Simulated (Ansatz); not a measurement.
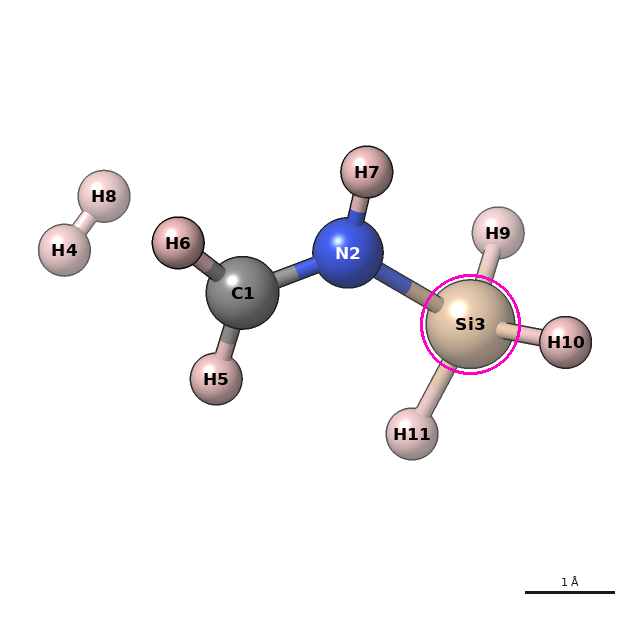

Orthographic view. Depth is shown by fading: the farther an atom, the more it takes the colour of the background. State: charge +1, singlet. The computed structure is the end point of a PBE-D4/def2-SVP optimisation. No frequency run is at hand to confirm it as a minimum.

**Which atoms are bonded to the circled atom?**

The circled atom is Si3; it is bonded to N2, H9, H10, H11.

**What is the shortest path along bonds from the circled atom to H6?**

Si3–N2–C1–H6, 3 bonds; through space the two are 3.88 Å apart.

**Of Si3 and H10, which is nearer the viewer?**

H10; the bond to Si3 points away from the viewer, so it looks shorter than its 1.49 Å.
